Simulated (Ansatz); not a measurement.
BF2HO···H4OSi

Input

```
crystal:
  periodic: [false, false, false]
  atoms:
    - { symbol: B, position_ang: [0.77316, -1.753882, 0.586748] }
    - { symbol: O, position_ang: [1.84347, -0.932395, 1.038777] }
    - { symbol: F, position_ang: [0.632247, -1.948276, -0.705802] }
    - { symbol: F, position_ang: [-0.02498, -2.370311, 1.440656] }
    - { symbol: H, position_ang: [0.621314, 0.864885, 0.3862] }
    - { symbol: O, position_ang: [-0.345301, 0.796916, 0.354627] }
    - { symbol: Si, position_ang: [-1.140958, 1.418925, -0.983896] }
    - { symbol: H, position_ang: [1.836637, -0.874649, 2.003949] }
    - { symbol: H, position_ang: [-0.510712, 0.969252, -2.259899] }
    - { symbol: H, position_ang: [-2.536253, 0.917053, -0.897246] }
    - { symbol: H, position_ang: [-1.148623, 2.91258, -0.964216] }
basis:
  gaussian: { orbitals: def2-SVP }
hamiltonian:
  xc: b3lyp
  dispersion: d4
relax:
  f_tol: 0.03
  max_steps: 50
output:
  orbitals: {}
```

Command:

```sh
ansatz run input.yaml --threads 2 --pin off --max-ram 3072MiB --backend cpu --events-out ev --progress --plain --runs-dir out
```

The fields are those of the relaxed geometry.

Method: RKS B3LYP-D4/def2-SVP in Ansatz.

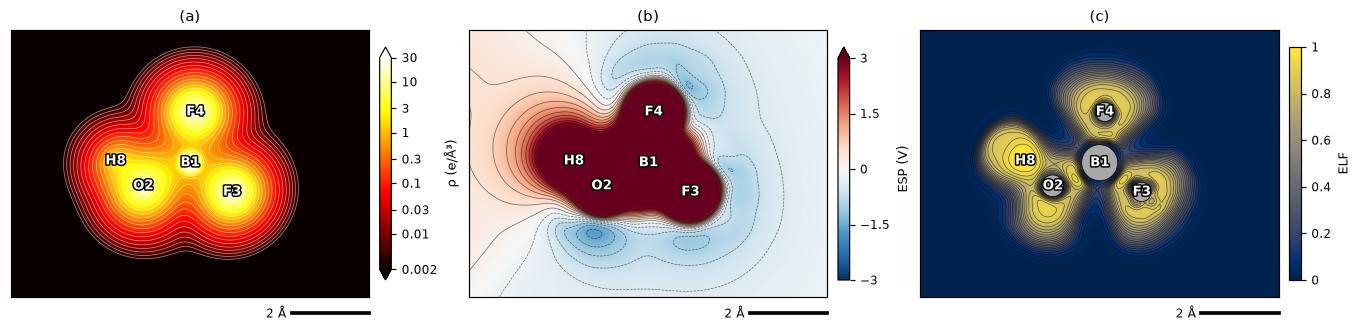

Figure 1. (a) total electron density; (b) molecular electrostatic potential; (c) electron localisation function on the plane of atoms B1, O2 and H8. Grey discs cover the atomic cores in the ELF map.

> Read the bonding off the picture.

The section cuts through B, O, F and H sites. B–F (1.33 Å): the density is about 2.1 e/Å³ at the midpoint; the ELF peaks at about 0.90 between the atoms: a polar covalent bond. B–O (1.36 Å): ρ is about 2.2 e/Å³ halfway; the ELF peaks at about 0.90 between the atoms: a polar covalent bond. O–H (0.97 Å): the density is about 3.7 e/Å³ at the midpoint; the ELF climbs to about 1 towards the hydrogen, as it does in any bond to H: an ordinary covalent bond to hydrogen. The ELF also peaks beside F3, O2 and F4, away from the bonds: lone-pair regions. Outside the dense part of the complex the potential is most negative (−1.7 V) near O2.

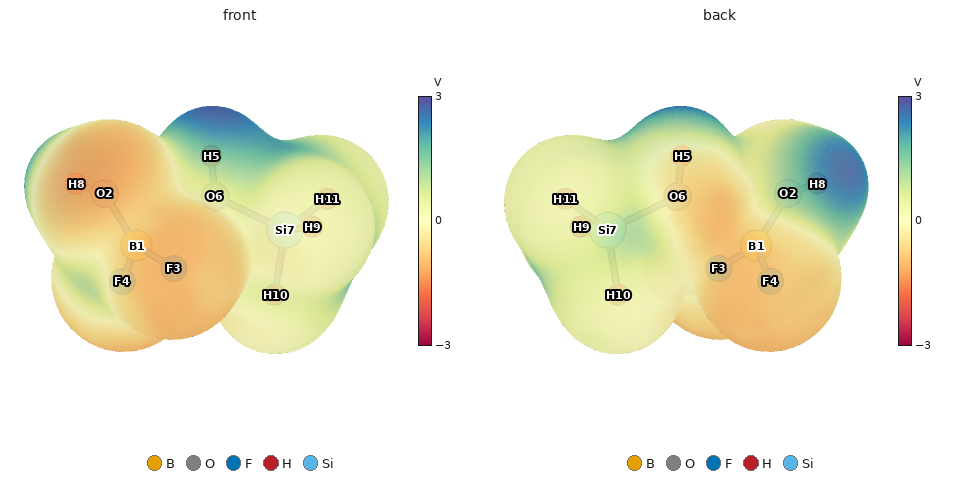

Figure 2. The molecular electrostatic potential painted on the density surface at 0.002 e/bohr³, seen from the front and from behind; red is negative and blue positive.

> Which sites attract a positive test charge, and which a negative one?

A positive charge is drawn to the negative regions and a negative charge to the positive ones. The most negative region (about −1.2 V) lies over O2, the most positive (about +2.7 V) over H5 and H8. O2 is the likeliest acceptor of a hydrogen bond.

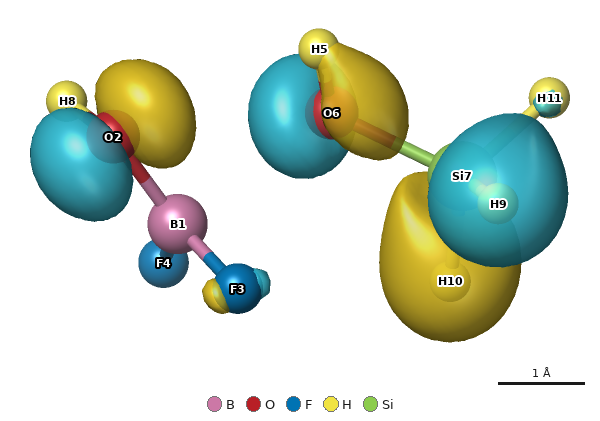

Figure 3. The HOMO−1 at ±0.15 Å⁻³ᐟ² (yellow and cyan are the two phases), seen across its widest extent.

> Describe this orbital and give its energy.

It lies mainly on Si7 (about 20 %), O2 (about 20 %), O6 (about 20 %), H9 (about 15 %) and H10 (about 15 %). Its energy is −9.31 eV.
